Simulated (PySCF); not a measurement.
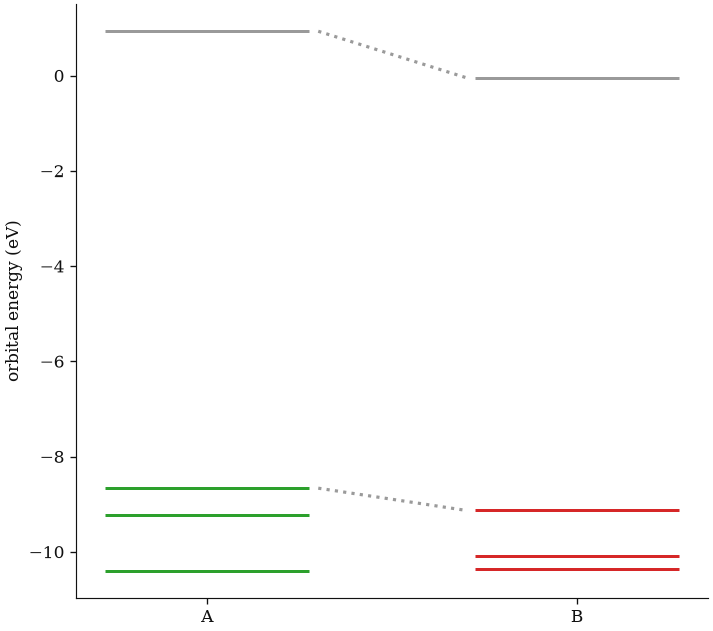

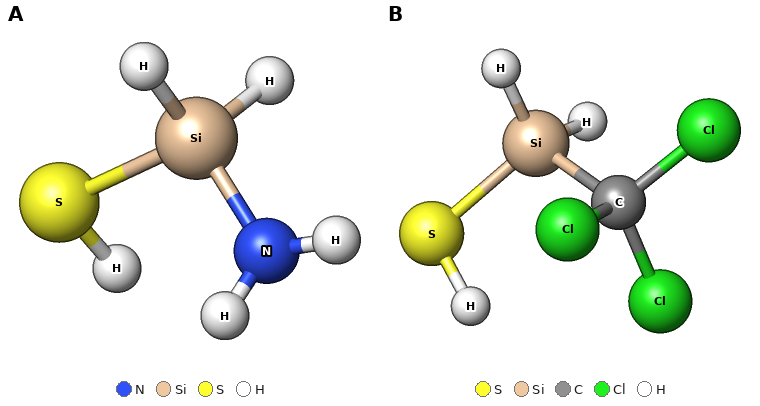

Related molecules: A is SiNH₅S, SMILES N[SiH2]S; B is CH₃Cl₃SSi, SMILES S[SiH2]C(Cl)(Cl)Cl. Frontier orbital energies, CAM-B3LYP/def2-SVPD in PySCF, at a GFN2-xTB geometry (no frequency check); drawn are at most three filled levels and, in grey, the LUMO with any level within 0.03 eV of it; dotted lines join the HOMOs and the LUMOs.

**What does the change do to the frontier levels?**

From A to B the HOMO falls by 0.47 eV and the LUMO falls by 0.98 eV, so the separation goes from 9.60 to 9.09 eV.

Limits of at least one run: empty levels above zero depend strongly on the basis; the tight-binding geometry is rougher than a DFT one and adds to the error.
